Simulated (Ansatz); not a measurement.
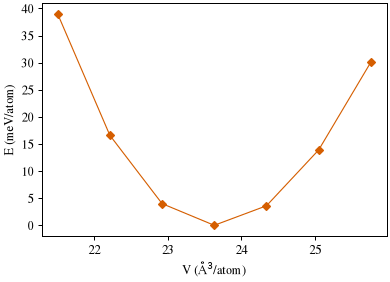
Fig. 1. Sc (hcp (Mg type), P6_3/mmc) under volume change, the program Ansatz at the PBEsol level (PAW), shape and atoms relaxed at each volume.

Task: What does a third-order Birch–Murnaghan fit give for V₀, B₀ and B′?

Result: V₀ = 23.63 Å³/atom, B₀ = 57.1 GPa, B′ = 3.3.

Symmetry was held in the PBEsol relaxation. The run is not spin-polarised.

Potentials: the later of the program's two PAW sets.
